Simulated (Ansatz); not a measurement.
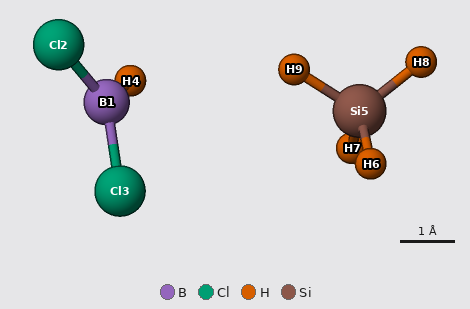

**Figure 1.** The structure as given in the input (ball-and-stick view, seen at a tilt; atoms are numbered from 1 in the order of the input). Bond lengths as drawn: B–Cl 1.75 to 1.76 Å, B–H 1.19 Å and H–Si 1.48 to 1.49 Å.

**Nudged elastic band, with input and output: BSiH5Cl2 (part 1 of 2)**

BSiH5Cl2, computed with RHF/cc-pVDZ (Ansatz 0.2.0).

One setting was made poor on purpose. It belongs to a series of runs on one base structure; here: band between the two ends. Figures and captions count atoms from 1; the log counts them from 0 in places.

The input:
```yaml
crystal:
  periodic: [false, false, false]
  atoms:
    - { symbol: B, position_ang: [-0.079453, -1.350456, -0.144561] }
    - { symbol: Cl, position_ang: [-0.414603, -2.404641, 1.21632] }
    - { symbol: Cl, position_ang: [1.573298, -1.016991, -0.631868] }
    - { symbol: H, position_ang: [-0.975889, -0.856896, -0.742696] }
    - { symbol: Si, position_ang: [0.601112, 3.314084, 1.227871] }
    - { symbol: H, position_ang: [2.0174, 3.509746, 1.62786] }
    - { symbol: H, position_ang: [0.496311, 3.315968, -0.254348] }
    - { symbol: H, position_ang: [-0.231083, 4.409514, 1.784625] }
    - { symbol: H, position_ang: [0.114606, 2.011973, 1.753598] }
basis:
  gaussian: { orbitals: cc-pVDZ }
hamiltonian:
  xc: hf
neb:
  order_check: false
  images: 7
  f_tol: 0.05
  max_iterations: 60
  spring: 0.1
  final_atoms:
    - { symbol: B, position_ang: [0.22161067, 0.64049412, -0.55166928] }
    - { symbol: Cl, position_ang: [-0.52276192, -0.4910583, 2.86929663] }
    - { symbol: Cl, position_ang: [1.67394314, -0.29516446, -0.95540144] }
    - { symbol: H, position_ang: [-0.81402661, 0.14024946, -0.87124292] }
    - { symbol: Si, position_ang: [0.42653003, 2.47303143, 0.33563098] }
    - { symbol: H, position_ang: [1.44124165, 2.41048279, 1.42196844] }
    - { symbol: H, position_ang: [0.89524303, 3.4471475, -0.69102436] }
    - { symbol: H, position_ang: [-0.86075709, 2.96104998, 0.89881885] }
    - { symbol: H, position_ang: [0.64067609, -0.35393153, 3.38042411] }
  initial_path:
    images:
      - { positions_ang: [[-0.079453, -1.350456, -0.144561], [-0.414603, -2.404641, 1.21632], [1.573298, -1.016991, -0.631868], [-0.975889, -0.856896, -0.742696], [0.601112, 3.314084, 1.227871], [2.0174, 3.509746, 1.62786], [0.496311, 3.315968, -0.254348], [-0.231083, 4.409514, 1.784625], [0.114606, 2.011973, 1.753598]] }
      - { positions_ang: [[-0.05354939, -1.01656092, -0.10446153], [-0.31267254, -1.79799331, 1.468568], [1.59190925, -0.76527219, -0.69681411], [-0.98136694, -0.65210931, -0.70534239], [0.56791725, 3.00634509, 1.09509785], [1.9002878, 3.14693047, 1.64044525], [0.59003021, 3.21011975, -0.30316677], [-0.35497629, 3.97254374, 1.66451817], [0.15411965, 1.82829768, 1.77795653]] }
      - { positions_ang: [[-0.02764578, -0.68266583, -0.06436206], [-0.21074208, -1.19134563, 1.72081599], [1.6105205, -0.51355338, -0.76176023], [-0.98684489, -0.44732262, -0.66798878], [0.53472251, 2.69860617, 0.96232471], [1.78317561, 2.78411495, 1.6530305], [0.68374942, 3.1042715, -0.35198553], [-0.47886958, 3.53557348, 1.54441134], [0.1936333, 1.64462235, 1.80231506]] }
      - { positions_ang: [[-0.00174217, -0.34877075, -0.02426259], [-0.10881162, -0.58469794, 1.97306399], [1.62913175, -0.26183457, -0.82670634], [-0.99232283, -0.24253592, -0.63063517], [0.50152776, 2.39086726, 0.82955156], [1.66606341, 2.42129942, 1.66561574], [0.77746863, 2.99842325, -0.4008043], [-0.60276288, 3.09860322, 1.42430452], [0.23314696, 1.46094703, 1.82667359]] }
      - { positions_ang: [[0.02416144, -0.01487567, 0.01583688], [-0.00688117, 0.02194974, 2.22531198], [1.647743, -0.01011575, -0.89165245], [-0.99780078, -0.03774923, -0.59328157], [0.46833301, 2.08312835, 0.69677842], [1.54895121, 2.05848389, 1.67820099], [0.87118784, 2.892575, -0.44962307], [-0.72665617, 2.66163297, 1.30419769], [0.27266061, 1.27727171, 1.85103212]] }
      - { positions_ang: [[0.07352375, 0.14896678, -0.12603966], [-0.13585135, -0.10630227, 2.38630815], [1.65429304, -0.08137793, -0.9075897], [-0.95185724, 0.00675044, -0.6627719], [0.45788227, 2.18060412, 0.60649156], [1.52202382, 2.14648362, 1.61414285], [0.87720164, 3.03121813, -0.50997339], [-0.7601814, 2.73648722, 1.20285298], [0.36466448, 0.8694709, 2.23338012]] }
      - { positions_ang: [[0.12288605, 0.31280923, -0.2679162], [-0.26482154, -0.23455428, 2.54730431], [1.66084307, -0.1526401, -0.92352695], [-0.90591369, 0.05125011, -0.73226224], [0.44743152, 2.27807989, 0.5162047], [1.49509643, 2.23448334, 1.55008472], [0.88321543, 3.16986125, -0.57032371], [-0.79370663, 2.81134147, 1.10150827], [0.45666835, 0.46167009, 2.61572812]] }
      - { positions_ang: [[0.17224836, 0.47665167, -0.40979274], [-0.39379173, -0.36280629, 2.70830047], [1.66739311, -0.22390228, -0.93946419], [-0.85997015, 0.09574979, -0.80175258], [0.43698078, 2.37555566, 0.42591784], [1.46816904, 2.32248306, 1.48602658], [0.88922923, 3.30850437, -0.63067404], [-0.82723186, 2.88619573, 1.00016356], [0.54867222, 0.05386928, 2.99807611]] }
      - { positions_ang: [[0.22161067, 0.64049412, -0.55166928], [-0.52276192, -0.4910583, 2.86929663], [1.67394314, -0.29516446, -0.95540144], [-0.81402661, 0.14024946, -0.87124292], [0.42653003, 2.47303143, 0.33563098], [1.44124165, 2.41048279, 1.42196844], [0.89524303, 3.4471475, -0.69102436], [-0.86075709, 2.96104998, 0.89881885], [0.64067609, -0.35393153, 3.38042411]] }
```

Command:
```bash
ansatz run input.yaml --threads 2 --pin off --max-ram 3072MiB --backend cpu --events-out ev --progress --plain --runs-dir out
```

Log:
```
Engine: ansatz 0.2.0, aarch64-unknown-linux-gnu
Functional definition: HF
  exchange = exact_x
  correlation = 0
1038 factors; integrals over basis functions are off by at most 4.2e-4 eV
mean field evaluation 1: about -33620.6943 eV, gradient 1.8e1 eV
mean field evaluation 2: about -33620.7824 eV, gradient 1.9e1 eV
mean field evaluation 4: about -33622.2679 eV, gradient 2.4e0 eV
mean field evaluation 8: about -33622.3010 eV, gradient 7.4e-2 eV
mean field -33622.30108532 eV, -1235.5967748712 hartree, gradient 2.4e-5 eV, S^2 0.000000; 0 other end points of the search recorded, 0 dependent functions left out
the calculation of the forces begins
reference -33622.30108532 eV, -1235.5967748712 hartree; 29, 29 occupied and 64, 64 virtual orbitals, 1038 factors
1042 factors; integrals over basis functions are off by at most 4.8e-4 eV
mean field evaluation 16: about -33621.1020 eV, gradient 2.1e0 eV
mean field -33621.12752503 eV, -1235.5536473260 hartree, gradient 1.8e-5 eV, S^2 0.000000; 0 other end points of the search recorded, 0 dependent functions left out
[... from here on the field's lines of each further geometry are left out, up to the last ...]
NEB iter   1: max|band force component| = 1.535e1 eV/Å  barrier→ = 7.1433 eV  barrier← = 5.9697 eV  Δτ_max = 0.2000 Å  (313 SCF iters)
NEB iter   2: max|band force component| = 4.673e0 eV/Å  barrier→ = 4.4842 eV  barrier← = 3.3107 eV  Δτ_max = 0.2000 Å  (239 SCF iters)
NEB iter   3: max|band force component| = 2.122e0 eV/Å  barrier→ = 3.3476 eV  barrier← = 2.1741 eV  Δτ_max = 0.2000 Å  (224 SCF iters)
NEB iter   4: max|band force component| = 1.580e0 eV/Å  barrier→ = 3.0150 eV  barrier← = 1.8414 eV  Δτ_max = 0.2000 Å  (226 SCF iters)
NEB iter   5: max|band force component| = 2.256e0 eV/Å  barrier→ = 2.9682 eV  barrier← = 1.7947 eV  Δτ_max = 0.1016 Å  (215 SCF iters)
NEB iter   6: max|band force component| = 1.187e0 eV/Å  barrier→ = 2.8438 eV  barrier← = 1.6702 eV  Δτ_max = 0.1015 Å  (220 SCF iters)
NEB iter   7: max|band force component| = 7.417e-1 eV/Å  barrier→ = 2.8511 eV  barrier← = 1.6775 eV  Δτ_max = 0.0990 Å  (220 SCF iters)
NEB iter   8: max|band force component| = 9.195e-1 eV/Å  barrier→ = 2.9836 eV  barrier← = 1.8100 eV  Δτ_max = 0.0503 Å  (221 SCF iters)
NEB iter   9: max|band force component| = 8.190e-1 eV/Å  barrier→ = 2.9834 eV  barrier← = 1.8098 eV  Δτ_max = 0.0505 Å  (220 SCF iters)
NEB iter  10: max|band force component| = 5.913e-1 eV/Å  barrier→ = 2.9580 eV  barrier← = 1.7845 eV  Δτ_max = 0.0508 Å  (223 SCF iters)
NEB iter  11: max|band force component| = 5.386e-1 eV/Å  barrier→ = 2.9419 eV  barrier← = 1.7684 eV  Δτ_max = 0.0251 Å  (222 SCF iters)
NEB iter  12: max|band force component| = 6.655e-1 eV/Å  barrier→ = 2.9104 eV  barrier← = 1.7368 eV  CI = image 4  Δτ_max = 0.0250 Å  (224 SCF iters)
NEB iter  13: max|band force component| = 5.604e-1 eV/Å  barrier→ = 2.8857 eV  barrier← = 1.7122 eV  CI = image 4  Δτ_max = 0.0502 Å  (222 SCF iters)
NEB iter  14: max|band force component| = 3.892e-1 eV/Å  barrier→ = 2.8491 eV  barrier← = 1.6756 eV  CI = image 4  Δτ_max = 0.0507 Å  (223 SCF iters)
NEB iter  15: max|band force component| = 6.563e-1 eV/Å  barrier→ = 2.8235 eV  barrier← = 1.6499 eV  CI = image 4  Δτ_max = 0.0250 Å  (224 SCF iters)
NEB iter  16: max|band force component| = 2.230e-1 eV/Å  barrier→ = 2.8150 eV  barrier← = 1.6415 eV  CI = image 4  Δτ_max = 0.0499 Å  (226 SCF iters)
NEB iter  17: max|band force component| = 2.068e-1 eV/Å  barrier→ = 2.8034 eV  barrier← = 1.6298 eV  CI = image 4  Δτ_max = 0.0992 Å  (222 SCF iters)
NEB iter  18: max|band force component| = 3.557e0 eV/Å  barrier→ = 2.8006 eV  barrier← = 1.6270 eV  CI = image 4  Δτ_max = 0.0500 Å  (225 SCF iters)
NEB iter  19: max|band force component| = 1.553e0 eV/Å  barrier→ = 2.7989 eV  barrier← = 1.6253 eV  CI = image 4  Δτ_max = 0.0449 Å  (226 SCF iters)
NEB iter  20: max|band force component| = 3.719e-1 eV/Å  barrier→ = 2.7971 eV  barrier← = 1.6235 eV  CI = image 4  Δτ_max = 0.0997 Å  (227 SCF iters)
NEB iter  21: max|band force component| = 1.814e-1 eV/Å  barrier→ = 2.7963 eV  barrier← = 1.6227 eV  CI = image 4  Δτ_max = 0.0577 Å  (228 SCF iters)
NEB iter  22: max|band force component| = 9.069e-2 eV/Å  barrier→ = 2.7961 eV  barrier← = 1.6226 eV  CI = image 4  Δτ_max = 0.0234 Å  (224 SCF iters)
NEB iter  23: max|band force component| = 6.456e-2 eV/Å  barrier→ = 2.7960 eV  barrier← = 1.6225 eV  CI = image 4  Δτ_max = 0.1961 Å  (211 SCF iters)
NEB iter  24: max|band force component| = 1.588e0 eV/Å  barrier→ = 2.7960 eV  barrier← = 1.6224 eV  CI = image 4  Δτ_max = 0.1001 Å  (208 SCF iters)
NEB iter  25: max|band force component| = 7.859e-1 eV/Å  barrier→ = 2.7959 eV  barrier← = 1.6224 eV  CI = image 4  Δτ_max = 0.1005 Å  (204 SCF iters)
NEB iter  26: max|band force component| = 5.651e-1 eV/Å  barrier→ = 2.7959 eV  barrier← = 1.6223 eV  CI = image 4  Δτ_max = 0.0995 Å  (197 SCF iters)
NEB iter  27: max|band force component| = 1.201e0 eV/Å  barrier→ = 2.7959 eV  barrier← = 1.6223 eV  CI = image 4  Δτ_max = 0.0498 Å  (202 SCF iters)
NEB iter  28: max|band force component| = 2.866e-1 eV/Å  barrier→ = 2.7959 eV  barrier← = 1.6223 eV  CI = image 4  Δτ_max = 0.0799 Å  (203 SCF iters)
NEB iter  29: max|band force component| = 8.156e-2 eV/Å  barrier→ = 2.7959 eV  barrier← = 1.6223 eV  CI = image 4  Δτ_max = 0.0222 Å  (205 SCF iters)
NEB iter  30: max|band force component| = 7.474e-2 eV/Å  barrier→ = 2.7959 eV  barrier← = 1.6223 eV  CI = image 4  Δτ_max = 0.1008 Å  (204 SCF iters)
NEB iter  31: max|band force component| = 1.263e0 eV/Å  barrier→ = 2.7959 eV  barrier← = 1.6223 eV  CI = image 4  Δτ_max = 0.0506 Å  (199 SCF iters)
NEB iter  32: max|band force component| = 7.530e-1 eV/Å  barrier→ = 2.7959 eV  barrier← = 1.6223 eV  CI = image 4  Δτ_max = 0.0999 Å  (205 SCF iters)
NEB iter  33: max|band force component| = 4.679e-1 eV/Å  barrier→ = 2.7959 eV  barrier← = 1.6223 eV  CI = image 4  Δτ_max = 0.0992 Å  (193 SCF iters)
NEB iter  34: max|band force component| = 5.416e-1 eV/Å  barrier→ = 2.7959 eV  barrier← = 1.6223 eV  CI = image 4  Δτ_max = 0.0501 Å  (187 SCF iters)
NEB iter  35: max|band force component| = 1.656e-1 eV/Å  barrier→ = 2.7959 eV  barrier← = 1.6223 eV  CI = image 4  Δτ_max = 0.0369 Å  (185 SCF iters)
NEB iter  36: max|band force component| = 8.098e-2 eV/Å  barrier→ = 2.7959 eV  barrier← = 1.6223 eV  CI = image 4  Δτ_max = 0.0101 Å  (183 SCF iters)
NEB iter  37: max|band force component| = 7.777e-2 eV/Å  barrier→ = 2.7959 eV  barrier← = 1.6223 eV  CI = image 4  Δτ_max = 0.0997 Å  (183 SCF iters)
NEB iter  38: max|band force component| = 8.109e-1 eV/Å  barrier→ = 2.7959 eV  barrier← = 1.6223 eV  CI = image 4  Δτ_max = 0.0500 Å  (184 SCF iters)
NEB iter  39: max|band force component| = 7.025e-1 eV/Å  barrier→ = 2.7959 eV  barrier← = 1.6223 eV  CI = image 4  Δτ_max = 0.0250 Å  (180 SCF iters)
NEB iter  40: max|band force component| = 4.510e-1 eV/Å  barrier→ = 2.7959 eV  barrier← = 1.6223 eV  CI = image 4  Δτ_max = 0.0250 Å  (179 SCF iters)
NEB iter  41: max|band force component| = 2.706e-1 eV/Å  barrier→ = 2.7959 eV  barrier← = 1.6223 eV  CI = image 4  Δτ_max = 0.0503 Å  (177 SCF iters)
NEB iter  42: max|band force component| = 1.307e0 eV/Å  barrier→ = 2.7959 eV  barrier← = 1.6223 eV  CI = image 4  Δτ_max = 0.0251 Å  (176 SCF iters)
NEB iter  43: max|band force component| = 4.915e-1 eV/Å  barrier→ = 2.7959 eV  barrier← = 1.6223 eV  CI = image 4  Δτ_max = 0.0500 Å  (170 SCF iters)
NEB iter  44: max|band force component| = 2.547e-1 eV/Å  barrier→ = 2.7959 eV  barrier← = 1.6223 eV  CI = image 4  Δτ_max = 0.0495 Å  (172 SCF iters)
NEB iter  45: max|band force component| = 1.228e0 eV/Å  barrier→ = 2.7959 eV  barrier← = 1.6223 eV  CI = image 4  Δτ_max = 0.0250 Å  (175 SCF iters)
NEB iter  46: max|band force component| = 3.259e-1 eV/Å  barrier→ = 2.7959 eV  barrier← = 1.6223 eV  CI = image 4  Δτ_max = 0.0500 Å  (170 SCF iters)
NEB iter  47: max|band force component| = 4.765e-1 eV/Å  barrier→ = 2.7959 eV  barrier← = 1.6223 eV  CI = image 4  Δτ_max = 0.0249 Å  (171 SCF iters)
NEB iter  48: max|band force component| = 3.825e-1 eV/Å  barrier→ = 2.7959 eV  barrier← = 1.6223 eV  CI = image 4  Δτ_max = 0.0251 Å  (172 SCF iters)
NEB iter  49: max|band force component| = 1.107e-1 eV/Å  barrier→ = 2.7959 eV  barrier← = 1.6223 eV  CI = image 4  Δτ_max = 0.0249 Å  (171 SCF iters)
NEB iter  50: max|band force component| = 8.207e-1 eV/Å  barrier→ = 2.7959 eV  barrier← = 1.6223 eV  CI = image 4  Δτ_max = 0.0121 Å  (172 SCF iters)
NEB iter  51: max|band force component| = 6.210e-1 eV/Å  barrier→ = 2.7959 eV  barrier← = 1.6223 eV  CI = image 4  Δτ_max = 0.0250 Å  (173 SCF iters)
```
